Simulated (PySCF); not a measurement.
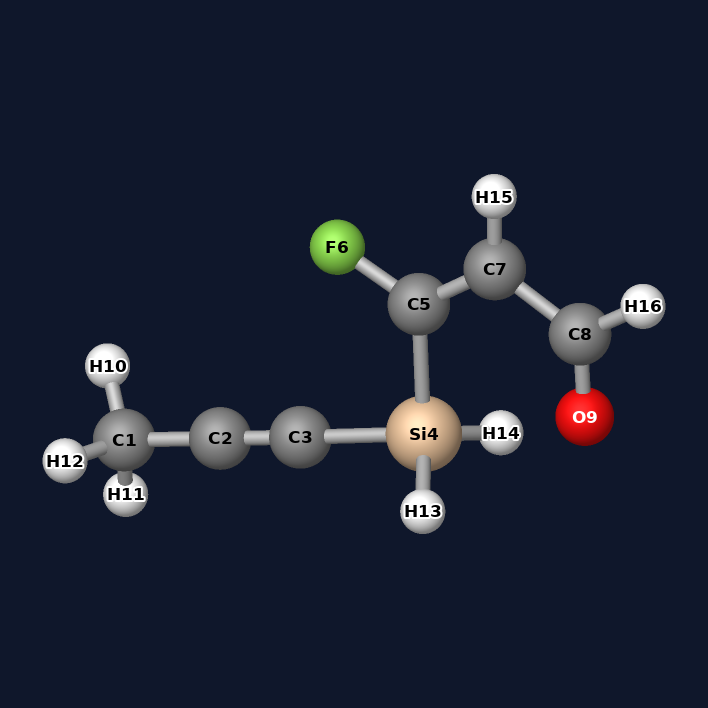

Every bond is drawn as one stick. Computed geometry: GFN2-xTB optimisation. No frequency run is at hand to confirm it as a minimum. Level of theory: PBE0/pcSseg-1 (PySCF 2.14.0).

### Which bond between heavy atoms has the highest Mayer bond order?

C2–C3, 2.55, at a length of 1.206 Å.

### Which bond between heavy atoms has the lowest Mayer bond order?

Si4–C5, 0.80, at 1.918 Å.

List the Mayer bond orders of C1–C2, C2–C3, C3–Si4, Si4–C5, C5–F6, C5–C7, C7–C8, C8–O9 (bonds between heavy atoms, one of each equivalent set). Atoms whose distances differ by more than 0.02 Å in this geometry are listed apart.

```json
{"bond": "C1–C2", "Mayer order": "1.17", "length (Å)": "1.446"}
{"bond": "C2–C3", "Mayer order": "2.55", "length (Å)": "1.206"}
{"bond": "C3–Si4", "Mayer order": "0.96", "length (Å)": "1.852"}
{"bond": "Si4–C5", "Mayer order": "0.80", "length (Å)": "1.918"}
{"bond": "C5–F6", "Mayer order": "0.95", "length (Å)": "1.335"}
{"bond": "C5–C7", "Mayer order": "1.67", "length (Å)": "1.343"}
{"bond": "C7–C8", "Mayer order": "1.11", "length (Å)": "1.435"}
{"bond": "C8–O9", "Mayer order": "1.80", "length (Å)": "1.217"}
```

The geometry is semi-empirical. Around Si such bond lengths and angles can be off by a tenth of an ångström or more and by several degrees, and values that hang on the shape move with them.
